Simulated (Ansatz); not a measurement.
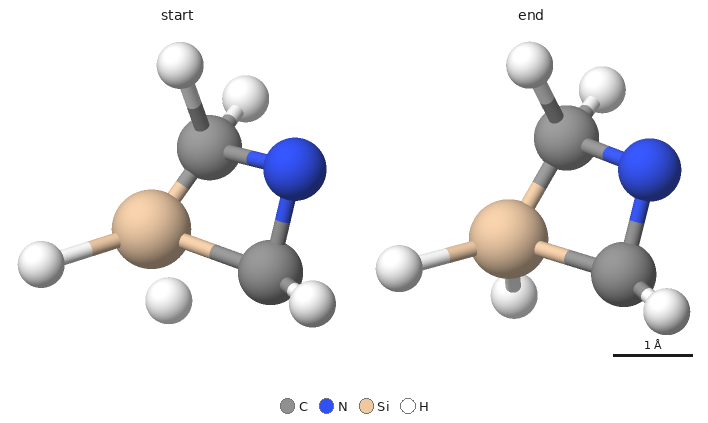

The structure of C2H5NSi (charge −1, multiplicity 2) before (left) and after (right) a relaxation, at one scale.

A ball-and-stick model, seen from a free direction.

All numbers below come from Ansatz, UKS wB97/pcseg-2.

Input
```yaml
crystal:
  periodic: [false, false, false]
  atoms:
    - {symbol: C, position_ang: [-0.875828, 0.549003, -0.824050]}
    - {symbol: N, position_ang: [0.433054, 0.720205, -1.294391]}
    - {symbol: C, position_ang: [0.749557, 0.093326, 0.298258]}
    - {symbol: Si, position_ang: [-0.297335, -0.618694, 0.500014]}
    - {symbol: H, position_ang: [-1.304524, 0.806844, -1.759820]}
    - {symbol: H, position_ang: [1.766773, -0.605055, -0.615379]}
    - {symbol: H, position_ang: [1.400612, 0.769798, 0.874789]}
    - {symbol: H, position_ang: [-0.769353, -2.134051, 0.404691]}
    - {symbol: H, position_ang: [-1.155119, 0.130891, 2.061269]}
basis:
  gaussian: {orbitals: pcseg-2}
total_charge: -1
magnetization: {spin_polarized: true, initial_magnetization: 1}
hamiltonian: {xc: {name: wB97}}
relax: {f_tol: 0.001, max_steps: 2}
output: {forces: true}
```

Command:
```bash
ansatz run in.yaml --threads 2 --pin off --events-out ev --progress --plain --max-ram 4352MiB
```

Question: What changed between the two?

Answer: The relaxation stopped without meeting its thresholds, so the last structure isn't shown to be converged. The input was poor on purpose: steps. Over 1 geometry step the energy falls by 197.6 kcal/mol. The largest force component goes from 41 to 19 eV/Å. The atom that moves furthest after the best rigid fit is H9 (0.19 Å). By element the largest moves are H 0.19 Å, N 0.16 Å, Si 0.14 Å, C 0.13 Å. Some distances before and after: Si4–H9 1.933 → 1.657 Å, C3–Si4 1.282 → 1.491 Å, N2–C3 1.741 → 1.641 Å, C3–H6 1.535 → 1.445 Å. Among the angles between lasting bonds that change: C1–N2–C3 79.6° → 92.1°, N2–C1–H5 93.0° → 104.7°, C3–Si4–H8 139.7° → 131.6°.
